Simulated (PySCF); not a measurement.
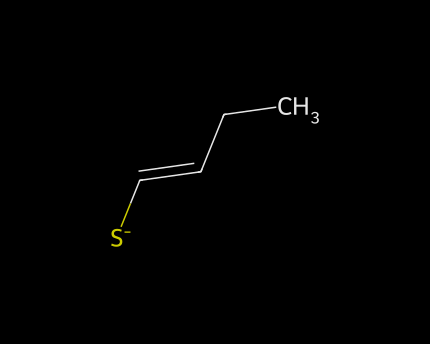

A structural formula. The species has charge −1 and is a spin singlet.

Question: Write the SMILES.

Answer: CC/C=C/[S-]

Question: What is the molecular formula?

Answer: C4H7S, charge -1.

Question: An optimisation with PBE0-D3(BJ)/def2-SVP gave a structure of which point group?

Answer: C1. Other conformers may differ.

More results for the same structure follow; atom numbers are the same in all pictures, views and colours differ. The geometry was computed by an optimisation with PBE0-D3(BJ)/def2-SVP. No frequency run is at hand to confirm it as a minimum.

## Shape

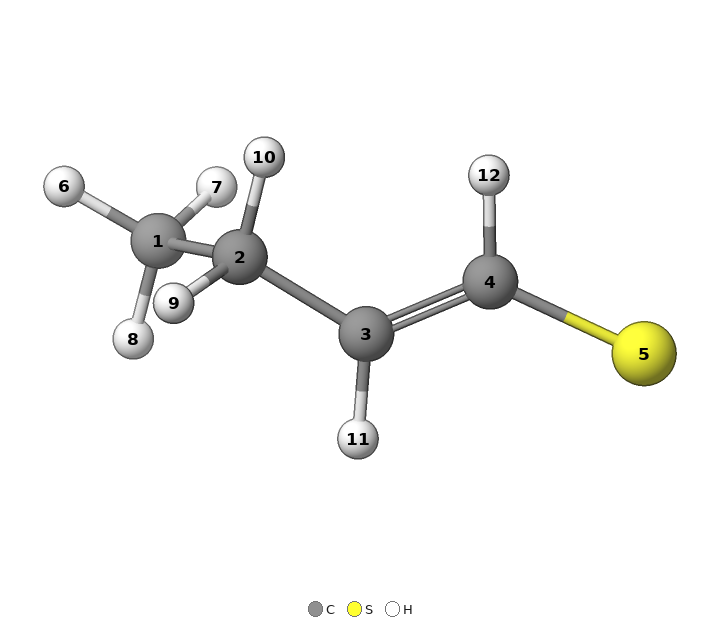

The atoms are numbered. No frequency run is at hand to confirm it as a minimum.

Which atoms are bonded, and how long are the bonds?

```csv
bond,length (Å),order
C1–C2,1.531,single
C1–H6,1.107,single
C1–H7,1.102,single
C1–H8,1.103,single
C2–C3,1.498,single
C2–H9,1.113,single
C2–H10,1.106,single
C3–C4,1.364,double
C3–H11,1.099,single
C4–S5,1.714,single
C4–H12,1.112,single
```

## NMR shielding

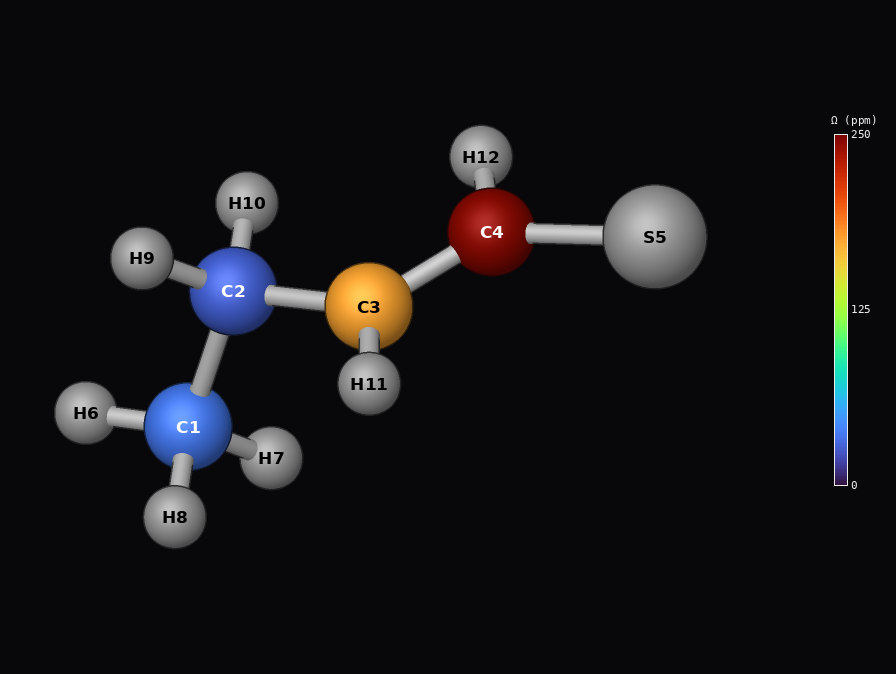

The C atoms are coloured by the span of their shielding tensor. No frequency run is at hand to confirm it as a minimum. Level of theory: GIAO ωB97X-D/pcSseg-2 NMR shielding, non-relativistic, gas phase (PySCF 2.14.0). Principal shieldings σ11 ≤ σ22 ≤ σ33, span Ω = σ33 − σ11, skew κ = 3(σiso − σ22)/Ω.

Question: Which C atom has the most anisotropic shielding?

Answer: C4, with a span of 244 ppm.

Give the shielding tensors of the C atoms.

```json
{"atom": "C1", "σ11": "146.1", "σ22": "157.5", "σ33": "183.4", "σiso": "162.3", "Ω": "37.4", "κ": "0.39"}
{"atom": "C2", "σ11": "139.9", "σ22": "142.7", "σ33": "168.3", "σiso": "150.3", "Ω": "28.4", "κ": "0.81"}
{"atom": "C3", "σ11": "−50.2", "σ22": "114.6", "σ33": "124.0", "σiso": "62.8", "Ω": "174.2", "κ": "−0.89"}
{"atom": "C4", "σ11": "−122.0", "σ22": "19.3", "σ33": "122.3", "σiso": "6.6", "Ω": "244.3", "κ": "−0.16"}
```

Shieldings and span in ppm.

## Electronic properties

No frequency run is at hand to confirm it as a minimum. Level of theory: CAM-B3LYP/def2-SVPD, gas phase (PySCF 2.14.0).

Question: What is the HOMO energy (Kohn–Sham orbital)?

Answer: −1.35 eV.

Question: Estimate the mean static polarisability.

Answer: 98.6 bohr³.

## Core levels

No frequency run is at hand to confirm it as a minimum. Properties computed with delta-SCF UKS SCAN, pcX-2 on the ionised atom, pcseg-1 elsewhere, spin-free X2C (PySCF 2.14.0).

Give the core-electron binding energies (to vacuum; p and d levels without spin–orbit splitting) of C1 1s, C2 1s, C3 1s, C4 1s, S5 1s, S5 2p.

| atom | level | binding energy (eV) |
| --- | --- | --- |
| C1 | 1s | 286.8 |
| C2 | 1s | 286.5 |
| C3 | 1s | 284.3 |
| C4 | 1s | 285.3 |
| S5 | 1s | 2469.2 |
| S5 | 2p | 161.8 |
